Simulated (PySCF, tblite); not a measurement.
**BH₇OPSi₂ radical: geometry, infrared bands and EPR parameters**

What infrared bands and EPR parameters should BH₇OPSi₂ radical (`[SiH3]O[B]P[SiH3]`) show?

The runs use tblite 0.8.0 and PySCF 2.14.0, with density-fitted response routines of our own; the level of theory stands in each step. All values are computed, except where a source is named. Atoms are numbered from 0 throughout.

### Step 1. Starting geometry

12 atoms, charge 0, multiplicity 2; geometry from: force field or distance geometry start.

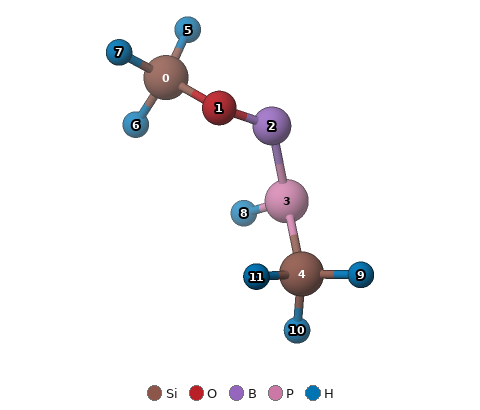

As it starts; silicon brown, oxygen red, boron purple, phosphorus pink, hydrogen blue, atoms numbered.

### Step 2. Relaxing the molecule with GFN2-xTB

What the job is given:

```
{"job": {"kind": "relax", "xc": "GFN2-xTB", "basis": "xTB"}, "charge": 0, "multiplicity": 2}
Si     2.706300     0.180900     0.320000
O      1.359200    -0.618100     0.985500
B      0.492100    -1.242500     0.039900
P     -0.993000    -0.438700    -0.864500
Si    -2.749300    -0.089500     0.400200
H      3.478200    -0.644800    -0.610300
H      2.283600     1.465900    -0.306600
H      3.616400     0.573800     1.426300
H     -0.571300     0.693200    -1.630600
H     -3.551800    -1.287500     0.662100
H     -3.656000     0.828700    -0.337800
H     -2.413100     0.578100     1.654500
```

The run is started by

```bash
> OMP_NUM_THREADS=1 python probes_run.py task.json out
```

One launch serves the whole session: the jobs run in the order shown.

What it wrote:

```text
step      E/eV     max force
  0    -403.20800    3.364
  1    -403.51224    2.286
  2    -403.78797    2.973
  3    -403.96704    1.761
  4    -404.18851    3.198
  5    -404.30217    1.442
  6    -404.41383    0.680
  7    -404.46131    0.515
  8    -404.48914    0.504
  9    -404.51292    0.508
 10    -404.53300    0.423
 11    -404.55525    0.473
 12    -404.57475    0.293
 13    -404.58311    0.193
 14    -404.58748    0.171
 15    -404.59124    0.185
 16    -404.59384    0.130
 17    -404.59586    0.105
 18    -404.59804    0.135
 19    -404.60081    0.169
 20    -404.60396    0.166
 21    -404.60645    0.127
 22    -404.60779    0.074
 23    -404.60857    0.082
 24    -404.60926    0.077
 25    -404.60999    0.074
 26    -404.61079    0.096
 27    -404.61166    0.095
 28    -404.61248    0.105
 29    -404.61305    0.081
 30    -404.61336    0.053
 31    -404.61361    0.058
 32    -404.61396    0.061
 33    -404.61447    0.087
 34    -404.61494    0.075
 35    -404.61520    0.035
 36    -404.61530    0.032
 37    -404.61541    0.039
 38    -404.61563    0.059
 39    -404.61603    0.092
 40    -404.61657    0.100
 41    -404.61700    0.072
 42    -404.61723    0.041
 43    -404.61736    0.034
 44    -404.61750    0.038
 45    -404.61764    0.040
 46    -404.61774    0.029
 47    -404.61782    0.026
 48    -404.61789    0.030
 49    -404.61797    0.026
 50    -404.61807    0.035
 51    -404.61822    0.041
 52    -404.61842    0.041
 53    -404.61862    0.033
 54    -404.61877    0.031
 55    -404.61886    0.031
 56    -404.61900    0.041
 57    -404.61927    0.052
 58    -404.61979    0.074
 59    -404.62052    0.084
 60    -404.62110    0.059
 61    -404.62147    0.044
 62    -404.62176    0.050
 63    -404.62224    0.086
 64    -404.62322    0.127
 65    -404.62462    0.135
 66    -404.62561    0.093
 67    -404.62578    0.056
 68    -404.62658    0.046
 69    -404.62679    0.043
 70    -404.62728    0.040
 71    -404.62784    0.055
 72    -404.62869    0.057
 73    -404.62938    0.046
 74    -404.62905    0.070
 75    -404.62976    0.030
 76    -404.62983    0.024
 77    -404.63003    0.023
 78    -404.63008    0.023
 79    -404.63018    0.021
 80    -404.63022    0.011
 81    -404.63023    0.011
 82    -404.63025    0.011
 83    -404.63028    0.017
 84    -404.63032    0.021
 85    -404.63037    0.020
 86    -404.63041    0.014
 87    -404.63044    0.015
 88    -404.63047    0.017
 89    -404.63055    0.023
 90    -404.63072    0.038
 91    -404.63103    0.046
 92    -404.63138    0.042
 93    -404.63157    0.022
 94    -404.63164    0.018
 95    -404.63168    0.019
 96    -404.63173    0.020
 97    -404.63181    0.026
 98    -404.63191    0.023
 99    -404.63196    0.012
100    -404.63199    0.008
```

Step by step: (not every step is listed)

```csv
step,energy from step 0 (eV),largest force (eV/Å)
0,0.0000,3.3645
1,-0.3042,2.2861
2,-0.5800,2.9733
3,-0.7590,1.7612
4,-0.9805,3.1977
5,-1.0942,1.4422
6,-1.2058,0.6799
7,-1.2533,0.5147
8,-1.2811,0.5044
16,-1.3858,0.1304
24,-1.4013,0.0769
32,-1.4060,0.0613
40,-1.4086,0.1002
48,-1.4099,0.0299
56,-1.4110,0.0405
64,-1.4152,0.1268
72,-1.4207,0.0568
80,-1.4222,0.0114
88,-1.4225,0.0166
95,-1.4237,0.0186
96,-1.4237,0.0205
97,-1.4238,0.0265
98,-1.4239,0.0229
99,-1.4240,0.0117
100,-1.4240,0.0083
```

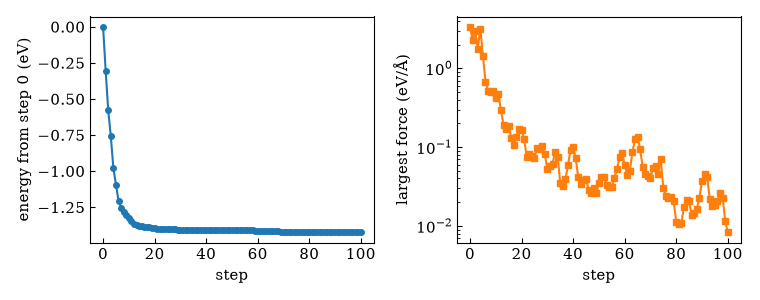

Energy and force, step by step.

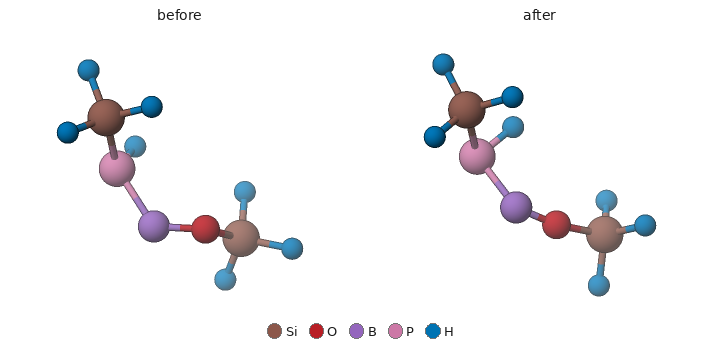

Before and after, at one scale.

Distances of close pairs at the start and the end, largest changes first:

```csv
bond,before (Å),after (Å),change (Å)
O1–B2,1.427,1.290,-0.136
Si0–O1,1.702,1.625,-0.076
B2–P3,1.916,1.876,-0.040
P3–H8,1.430,1.391,-0.039
P3–Si4,2.192,2.228,+0.036
Si0–H6,1.491,1.465,-0.026
Si0–H7,1.485,1.462,-0.024
Si4–H10,1.487,1.463,-0.024
```

The end geometry stands in the next job.

### Step 3. Vibrational analysis with GFN2-xTB

What the job is given:

```
{"job": {"kind": "ir", "xc": "GFN2-xTB", "basis": "xTB"}, "charge": 0, "multiplicity": 2}
Si     2.849701     0.179909     0.212725
O      1.450754    -0.641645     0.313748
B      0.233974    -1.039988     0.152122
P     -1.067539    -0.325610    -0.994059
Si    -2.794333    -0.105938     0.396455
H      3.804052    -0.832496    -0.230491
H      2.754573     1.290424    -0.738442
H      3.038069     0.662339     1.579433
H     -0.701847     1.016511    -0.986107
H     -3.261515    -1.452811     0.720778
H     -3.816715     0.644109    -0.332715
H     -2.487976     0.604509     1.645245
```

What it wrote:

```text
mode    cm-1     km/mol
  1      29.7      0.44
  2      62.7      0.11
  3      69.3      0.49
  4      81.0      0.91
  5     115.4      0.31
  6     240.1      3.39
  7     278.2      0.50
  8     408.8      1.67
  9     472.8     36.53
 10     508.7     47.08
 11     518.5     78.63
 12     557.9     60.47
 13     638.5     84.24
 14     656.9      6.93
 15     732.2    446.10
 16     733.4    210.94
 17     750.1    169.74
 18     766.3    190.55
 19     780.2    129.90
 20     788.8    100.88
 21     790.5    239.95
 22     817.0    349.17
 23    1426.4    446.60
 24    2201.0    203.83
 25    2201.8     99.47
 26    2227.4    296.52
 27    2261.1    143.70
 28    2270.2    302.08
 29    2279.1    312.10
 30    2290.9    202.90
```

The strongest bands and the atoms that carry them (share of the mass-weighted mode):

```csv
cm⁻¹,km/mol,atoms
732,446.1,"H5 30 %, H7 29 %, H8 12 %"
733,210.9,"H8 41 %, H7 17 %, H5 15 %"
790,239.9,"H6 33 %, H11 22 %, H7 12 %, H10 12 %"
817,349.2,"H7 30 %, H5 25 %, H6 23 %, Si0 17 %"
1426,446.6,"O1 50 %, B2 49 %"
2227,296.5,H6 88 %
2270,302.1,H9 85 %
2279,312.1,H7 86 %
```

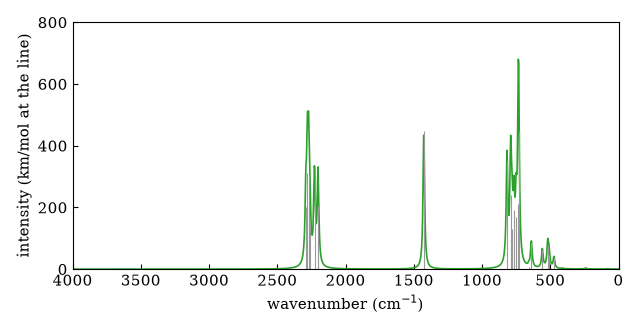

The infrared spectrum from these modes, unscaled. Lines are broadened to a width of 14 cm⁻¹ (Lorentzian).

### Step 4. EPR parameters: B3LYP/pcH-1

Settings changed since step 3:

```diff
@@ -1,2 +1,2 @@
-{"job": {"kind": "ir", "xc": "GFN2-xTB", "basis": "xTB"}, "charge": 0, "multiplicity": 2}
+{"job": {"kind": "epr", "basis": "pcH-1"}, "charge": 0, "multiplicity": 2}
 Si     2.849701     0.179909     0.212725
```

With the program's defaults for keys left out, this is: UKS B3LYP, pcH-1 on B H O P Si, non-relativistic, mean-field spin-orbit, GIAO.

What it wrote:

```text
UKS, coarse grid
  cycle   1  E = -1024.57914467  |g| = 5.41e-01
  cycle   2  E = -1024.34420881  |g| = 9.50e-01
  cycle   3  E = -1024.66858286  |g| = 9.67e-02
  cycle   4  E = -1024.67220527  |g| = 3.03e-02
  cycle   5  E = -1024.67266033  |g| = 6.81e-03
  cycle   6  E = -1024.67268608  |g| = 1.82e-03
  cycle   7  E = -1024.67268872  |g| = 6.78e-04
UKS, final grid
  cycle   1  E = -1024.67270580  |g| = 6.54e-04
  cycle   2  E = -1024.67270572  |g| = 7.67e-04
  cycle   3  E = -1024.67270611  |g| = 6.63e-05
  cycle   4  E = -1024.67270611  |g| = 3.60e-05
  cycle   5  E = -1024.67270611  |g| = 1.86e-05
E = -1024.67270611 Eh   <S^2> = 0.7523 (exact 0.7500)
g shifts (ppm)      1          2          3
  rmc          -128       -128       -128
  gc              9         19        -54
  oz_so       -3963         -5       1160
  total       -4082       -114        978
hyperfine (MHz)  atom isotope    a_iso     a_fc   dipolar eigenvalues
    0  29Si     -16.62     -16.67     -5.95      2.57      3.38
    1   17O     -64.20     -64.29    -23.91      8.95     14.97
    2   11B     426.91     427.05    -35.72    -32.68     68.40
    3   31P     309.61     310.34    -46.25    -36.78     83.02
    4  29Si     -13.47     -13.46     -0.95      0.02      0.94
    5    1H      -1.18      -1.18     -1.62     -1.29      2.91
    6    1H      15.25      15.25     -1.81     -0.81      2.63
    7    1H      -2.11      -2.11     -1.62     -1.31      2.93
    8    1H      52.49      52.47     -5.21     -0.84      6.06
    9    1H       0.04       0.05     -1.98     -1.51      3.50
   10    1H      -2.24      -2.24     -1.00     -0.71      1.70
   11    1H       0.03       0.03     -1.76     -1.31      3.07
```

Wall time 80 s (1 thread, shared host).

Principal g values 1.99824, 2.00220, 2.00330; g(iso) = 2.00125, against 2.00232 for a free electron.

Hyperfine couplings; where a row names several nuclei, a(iso) is their mean (it holds for fast rotation or exchange) and the dipolar term the largest among them:

```csv
nuclei,isotope,a(iso) (MHz),"a(iso) (G, at g = 2.0023)",largest dipolar term (MHz)
B2,11B,426.9,152.3,68.4
P3,31P,309.6,110.5,83.0
O1,17O,-64.2,-22.9,-23.9
H8,1H,52.5,18.7,6.1
Si0,29Si,-16.6,-5.9,-5.9
Si4,29Si,-13.5,-4.8,-1.0
"H5, H6, H7",1H,4.0,1.4,2.9
"H9, H10, H11",1H,-0.7,-0.3,3.5
```

Mulliken spin populations:

```csv
atom,value (e)
Si0,0.03
O1,0.03
B2,0.85
P3,0.05
Si4,-0.01
H5,0.00
H6,0.01
H7,0.00
H8,0.04
H9,0.00
H10,0.00
H11,0.00
```

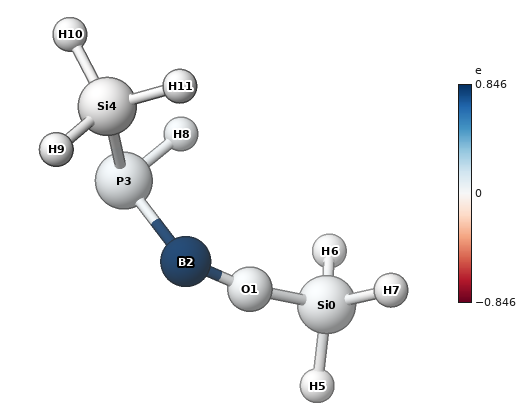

Mulliken spin populations, as colours on the atoms.

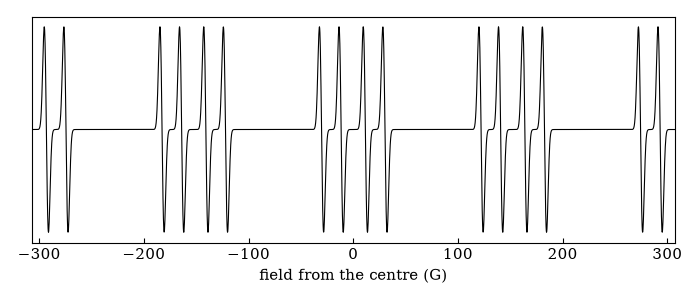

First-order isotropic spectrum (first derivative, main isotopes with spin only, couplings over 0.8 MHz, Gaussian width 1.5 G; couplings of the frozen geometry, rotation of groups not averaged beyond the rows shown).

The fields below are evaluated on a grid from the run's orbitals.

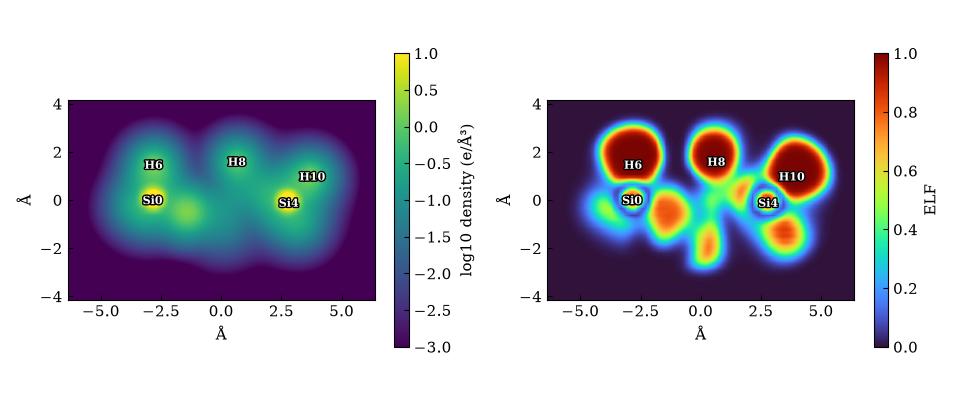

Density (left) and ELF (right) in a plane through or near 5 of the atoms.

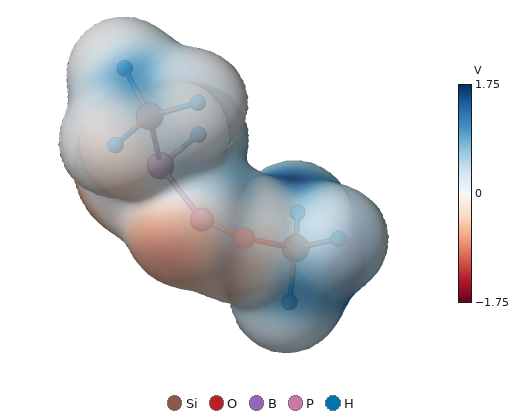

Electrostatic potential on the surface of density 0.002 e/bohr³; red is low, blue high. It runs, from the 1st to the 99th percentile, from -0.90 V near P3 to 1.75 V near H6.

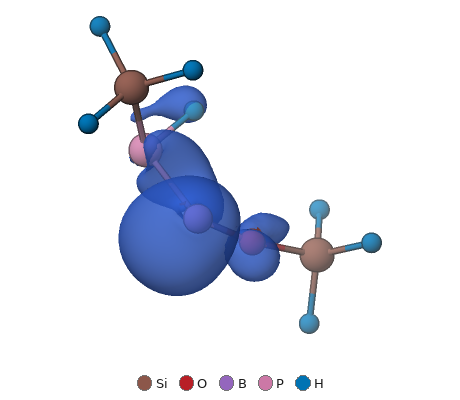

Spin density at ±0.02 e/Å³ (alpha excess blue, beta excess red).

### Step 5. Results

```
                                 quantity                  value
strongest single infrared mode (GFN2-xTB)  1426 cm⁻¹, 447 km/mol
             zero-point energy (GFN2-xTB)          40.0 kcal/mol
                           g(iso) (B3LYP)                2.00125
                                     ⟨S²⟩     0.752 (exact 0.75)
       largest a(iso) (averaged by class)   11B on B2, 426.9 MHz
    surface potential, 1st and 99th percentile     -0.90 V and 1.75 V
```

What this shows: Over 100 steps the energy fell by 1.424 eV; of the close pairs, O1–B2 changed most, 1.427 to 1.290 Å. All 30 modes are real, so the xTB geometry is a minimum. The strongest single mode, at 1426 cm⁻¹, moves mainly O1 and B2. Unscaled tight-binding wavenumbers are off by several per cent, some by more. Its intensities can rank the bands wrongly. Most of the unpaired spin sits on B2 (0.85 e). The isotropic g lies 1.1 ppt below the free-electron value.
